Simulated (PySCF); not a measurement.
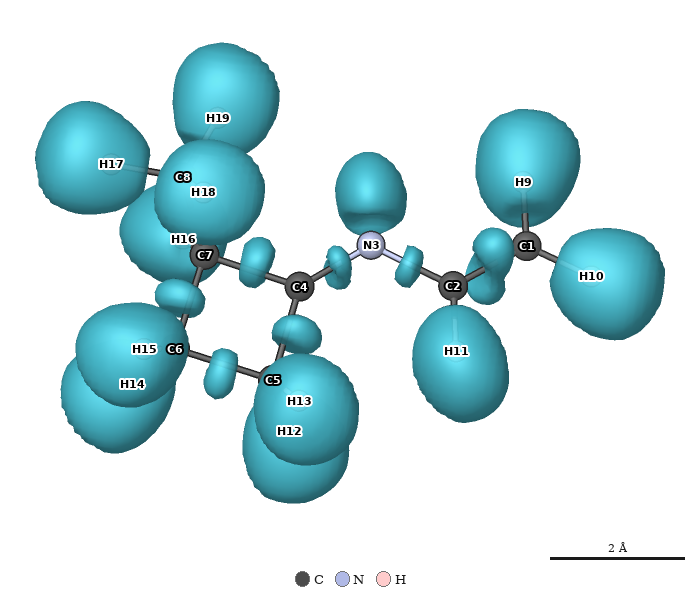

Figure. C7H11N (SMILES C=C/N=C1\CC[C@H]1C). Isosurface of the ELF at 0.85 (cyan), seen at an oblique angle. Only the valence region is drawn (cores and ρ < 0.01 e/Å³ removed).

Geometry: GFN2-xTB.

These are results of wB97X-D/def2-SVPD, SCF density, gas phase (PySCF 2.14.0), not measurements.

Input

```
{"job": {"kind": "uv", "xc": "wB97X-D", "basis": "def2-SVPD", "nstates": 8, "ntriplets": 3}, "charge": 0, "multiplicity": 1}
C      3.327783     0.847893    -1.061282
C      2.329099     0.166559    -0.513242
N      1.024172     0.599344    -0.658789
C      0.051069    -0.122245    -0.315686
C     -0.150269    -1.505095     0.267426
C     -1.664829    -1.227699     0.282980
C     -1.425572     0.161879    -0.349847
C     -1.872875     1.368559     0.461430
H      3.133862     1.735556    -1.637068
H      4.350554     0.531258    -0.961298
H      2.516422    -0.737605     0.067925
H      0.163840    -2.315596    -0.389875
H      0.308074    -1.654752     1.245242
H     -2.255248    -1.908258    -0.326502
H     -2.095637    -1.182471     1.281016
H     -1.809677     0.249010    -1.369160
H     -2.959180     1.426314     0.488159
H     -1.501573     1.298590     1.481501
H     -1.479821     2.278008     0.014772
```

Run with:

```sh
OMP_NUM_THREADS=1 python probes_run.py task.json out
```

### Describe the localisation domains.

The ELF exceeds this value in six regions between bonded C–C atoms (shared pairs), two regions between bonded C–N atoms (shared pairs), eleven regions around hydrogen nuclei and one lobe on N, pointing away from the bonds (lone pairs). Profiles from the grid: C–N (1.26 Å): the ELF peaks at about 0.90 between the atoms; a short, multiple covalent bond. C–C (1.33 Å): the ELF peaks at about 0.95 between the atoms; a short, multiple covalent bond.
